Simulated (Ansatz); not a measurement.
# CH9AlSi2: how energies converge with the basis set

Aim: see how fast density functionals converge with the basis set for CH9AlSi2.

Program: Ansatz 0.2.0, Gaussian basis. Level of theory: one geometry, several basis sets. These are calculated values, not measurements.

Plan: PBE0-D4/def2-SVP; ωB97M-V/def2-SVP; PBE0-D4/def2-QZVPP; ωB97M-V/def2-QZVPP; the functionals' def2-TZVPP values are taken from earlier runs.

## 1. The relaxed structure

An earlier PBE0-D4 in a triple-zeta def2 set relaxation fixed the geometry.

SMILES `C[SiH]([AlH2])[SiH3]`, 13 atoms, charge 0, spin multiplicity 1.

Atoms are counted from 1 here; the program's logs count them from 0.

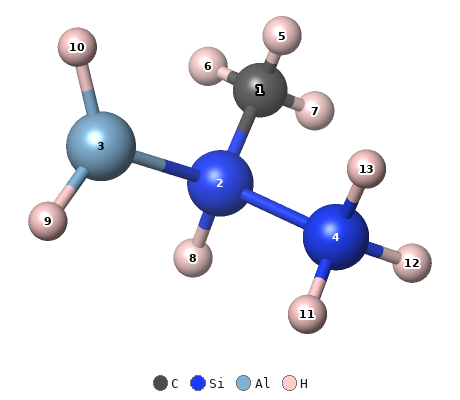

The structure; carbon dark grey, silicon blue, aluminium light blue, hydrogen pink; atoms are numbered from 1 in the order of the file.

Coordinates:

```xyz
13

C    -1.24043    1.38119   -0.53676
Si   -0.22991    0.20029    0.53750
Al    2.13304    0.79517    0.78663
Si   -0.31600   -1.96160   -0.36602
H    -0.81015    1.45380   -1.53785
H    -1.25576    2.38371   -0.10423
H    -2.27159    1.03476   -0.63250
H    -0.86107    0.09254    1.89015
H     3.02649    0.08296    1.89223
H     2.82055    1.85510   -0.18165
H     0.40098   -2.92685    0.51233
H    -1.71781   -2.43567   -0.54107
H     0.34206   -1.98999   -1.70375
```

## 2. PBE0-D4 in def2-SVP

in.yaml reads:

```yaml
crystal:
  periodic: [false, false, false]
  atoms:
    - {symbol: C, position_ang: [-1.240427, 1.381187, -0.536761]}
    - {symbol: Si, position_ang: [-0.229914, 0.200293, 0.537498]}
    - {symbol: Al, position_ang: [2.133040, 0.795166, 0.786633]}
    - {symbol: Si, position_ang: [-0.316003, -1.961602, -0.366024]}
    - {symbol: H, position_ang: [-0.810152, 1.453799, -1.537855]}
    - {symbol: H, position_ang: [-1.255763, 2.383709, -0.104229]}
    - {symbol: H, position_ang: [-2.271588, 1.034761, -0.632502]}
    - {symbol: H, position_ang: [-0.861068, 0.092539, 1.890153]}
    - {symbol: H, position_ang: [3.026493, 0.082956, 1.892233]}
    - {symbol: H, position_ang: [2.820545, 1.855096, -0.181650]}
    - {symbol: H, position_ang: [0.400985, -2.926853, 0.512329]}
    - {symbol: H, position_ang: [-1.717807, -2.435666, -0.541073]}
    - {symbol: H, position_ang: [0.342061, -1.989986, -1.703751]}
basis:
  gaussian: {orbitals: def2-SVP}
hamiltonian: {xc: pbe0, dispersion: d4}
output: {orbitals: {seedname: orbitals}}
```

The run is started by

```console
$ ansatz run in.yaml --threads 4 --pin off --events-out ev --progress --plain --max-ram 10444MiB
```

The log of the run:

```text
Functional definition: PBE0
  name "PBE0"
  cite "Adamo & Barone, J. Chem. Phys. 110, 6158 (1999) doi:10.1063/1.478522"
  cite "Perdew, Burke & Ernzerhof, Phys. Rev. Lett. 77, 3865 (1996) doi:10.1103/PhysRevLett.77.3865"
  parent pbe
  parameter a = 0.25
  parameter kappa = 0.804
  parameter beta = 0.06672455060314922
  exchange = (1 - a)*pbe_x(kappa = kappa, mu = beta*pi^2/3) + a*exact_x
  correlation = pbe_c(beta = beta)
1298 factors; their error is unknown
mean field evaluation 1: about -23511.9808 eV, gradient 4.0e1 eV
mean field evaluation 2: about -23510.3413 eV, gradient 4.5e1 eV
mean field evaluation 4: about -23516.1147 eV, gradient 9.3e-1 eV
mean field evaluation 8: about -23516.3157 eV, gradient 2.0e-1 eV
mean field -23516.31581297 eV, -864.2086661953 hartree, gradient 7.9e-5 eV, S^2 0.000000; 0 other end points of the search recorded, 0 dependent functions left out
reference -23516.31584895 eV, -864.2086675176 hartree; 28, 28 occupied and 85, 85 virtual orbitals, 1298 factors
Total energy: -23516.56771818 eV, -864.2179235411 hartree
```

Run time: 1.2 s. Hardware: 4 threads of Arm Neoverse V1, shared host.

## 3. ωB97M-V in def2-SVP

Edit in.yaml of step 2 so:

```diff
@@ -18,3 +18,3 @@
   gaussian: {orbitals: def2-SVP}
-hamiltonian: {xc: pbe0, dispersion: d4}
+hamiltonian: {xc: {name: wB97M-V}}
 output: {orbitals: {seedname: orbitals}}
```

Launched as before.

The log of the run (excerpt; [...] marks lines left out):

```text
Functional definition: wB97M-V
  name "wB97M-V"
  cite "Mardirossian & Head-Gordon, J. Chem. Phys. 144, 214110 (2016) doi:10.1063/1.4952647"
  cite "Becke, J. Chem. Phys. 107, 8554 (1997) doi:10.1063/1.475007"
  cite "Vydrov & Van Voorhis, J. Chem. Phys. 133, 244103 (2010) doi:10.1063/1.3521275"
  # Of w^i u^j: cxij and so on, Table III.
[...]
  gx(w, u) = 1 - cx + cx01*u + cx10*w
  gss(w, u) = css00 + css04*u^4 + css10*w + css20*w^2 + css43*w^4*u^3
  gos(w, u) = cos00 + cos10*w + (cos20 + cos21*u)*w^2 + (cos60 + cos61*u)*w^6
[...]
      + integral(e_c_pw_mod_opposite_spin*gos(b97_w_opposite, b97_u_opposite)) + vv10(b, c)
1279 factors; their error is unknown
419 factors; integrals over basis functions are off by at most 9.5e-6 eV
[...]
mean field -23524.41816316 eV, -864.5064220727 hartree, gradient 6.6e-5 eV, S^2 0.000000; 0 other end points of the search recorded, 0 dependent functions left out
reference -23524.41822123 eV, -864.5064242068 hartree; 28, 28 occupied and 85, 85 virtual orbitals, 1279 factors
Total energy: -23524.41822123 eV, -864.5064242068 hartree
```

Run time: 5 s. Hardware: 4 threads of Arm Neoverse V1, shared host.

## 4. PBE0-D4 in def2-QZVPP

Edit in.yaml of step 3 so:

```diff
@@ -17,4 +17,4 @@
 basis:
-  gaussian: {orbitals: def2-SVP}
-hamiltonian: {xc: {name: wB97M-V}}
+  gaussian: {orbitals: "def2-QZVPP.json"}
+hamiltonian: {xc: pbe0, dispersion: d4}
 output: {orbitals: {seedname: orbitals}}
```

The command is unchanged.

The log of the run:

```text
Functional definition: PBE0
  name "PBE0"
  cite "Adamo & Barone, J. Chem. Phys. 110, 6158 (1999) doi:10.1063/1.478522"
  cite "Perdew, Burke & Ernzerhof, Phys. Rev. Lett. 77, 3865 (1996) doi:10.1103/PhysRevLett.77.3865"
  parent pbe
  parameter a = 0.25
  parameter kappa = 0.804
  parameter beta = 0.06672455060314922
  exchange = (1 - a)*pbe_x(kappa = kappa, mu = beta*pi^2/3) + a*exact_x
  correlation = pbe_c(beta = beta)
1908 factors; their error is unknown
mean field evaluation 1: about -23519.9982 eV, gradient 5.1e1 eV
mean field evaluation 2: about -23516.9303 eV, gradient 5.7e1 eV
mean field evaluation 4: about -23526.1390 eV, gradient 1.9e0 eV
mean field evaluation 8: about -23526.1467 eV, gradient 8.0e-2 eV
mean field evaluation 16: about -23526.1614 eV, gradient 2.2e-5 eV
mean field -23526.16136524 eV, -864.5704835675 hartree, gradient 2.2e-5 eV, S^2 0.000000; 0 other end points of the search recorded, 0 dependent functions left out
reference -23526.16142322 eV, -864.5704856983 hartree; 28, 28 occupied and 509, 509 virtual orbitals, 1908 factors
Total energy: -23526.41329245 eV, -864.5797417219 hartree
```

Wall time 11 s (4 threads of Arm Neoverse V1, shared host); peak memory 2.3 GiB.

## 5. ωB97M-V in def2-QZVPP

Edit in.yaml of step 4 so:

```diff
@@ -18,3 +18,3 @@
   gaussian: {orbitals: "def2-QZVPP.json"}
-hamiltonian: {xc: pbe0, dispersion: d4}
+hamiltonian: {xc: {name: wB97M-V}}
 output: {orbitals: {seedname: orbitals}}
```

Same command.

The log of the run (excerpt; [...] marks lines left out):

```text
Functional definition: wB97M-V
  name "wB97M-V"
  cite "Mardirossian & Head-Gordon, J. Chem. Phys. 144, 214110 (2016) doi:10.1063/1.4952647"
  cite "Becke, J. Chem. Phys. 107, 8554 (1997) doi:10.1063/1.475007"
  cite "Vydrov & Van Voorhis, J. Chem. Phys. 133, 244103 (2010) doi:10.1063/1.3521275"
  # Of w^i u^j: cxij and so on, Table III.
[...]
  gx(w, u) = 1 - cx + cx01*u + cx10*w
  gss(w, u) = css00 + css04*u^4 + css10*w + css20*w^2 + css43*w^4*u^3
  gos(w, u) = cos00 + cos10*w + (cos20 + cos21*u)*w^2 + (cos60 + cos61*u)*w^6
[...]
      + integral(e_c_pw_mod_opposite_spin*gos(b97_w_opposite, b97_u_opposite)) + vv10(b, c)
1825 factors; their error is unknown
495 factors; integrals over basis functions are off by at most 1.2e-5 eV
[...]
mean field -23534.39752762 eV, -864.8731569525 hartree, gradient 2.8e-5 eV, S^2 0.000000; 0 other end points of the search recorded, 0 dependent functions left out
reference -23534.39762004 eV, -864.8731603488 hartree; 28, 28 occupied and 509, 509 virtual orbitals, 1825 factors
Total energy: -23534.39762004 eV, -864.8731603488 hartree
```

It took 25 s on 4 threads of Arm Neoverse V1, shared host; peak memory 2.8 GiB.

## 6. Functionals by basis

The def2-TZVPP values come from earlier runs at the same geometry.

```tsv
functional	basis	functions	energy (eV)	from the largest (eV)	HOMO (eV)	LUMO (eV)
PBE0-D4	def2-SVP	113	-23516.5677	9.846	-7.19	-2.07
PBE0-D4	def2-TZVPP	283	-23525.6199	0.793	-7.15	-2.08
PBE0-D4	def2-QZVPP	537	-23526.4133	0.000	-7.15	-2.09
ωB97M-V	def2-SVP	113	-23524.4182	9.979	-9.08	-0.40
ωB97M-V	def2-TZVPP	283	-23533.6310	0.767	-9.08	-0.48
ωB97M-V	def2-QZVPP	537	-23534.3976	0.000	-9.08	-0.57
```

## 7. Outcome

| quantity | value |
| --- | --- |
| PBE0-D4: double and triple zeta above quadruple | 9.85, 0.79 eV |
| ωB97M-V: double and triple zeta above quadruple | 9.98, 0.77 eV |

In words: PBE0-D4 gains 9.05 eV from double to triple zeta, then 0.79 eV more. These are total energies; as a rule much of such shifts cancels in differences, which this series doesn't test.

For PBE0-D4 the largest set took about 9 times as long as the smallest (11 s against 1.2 s).
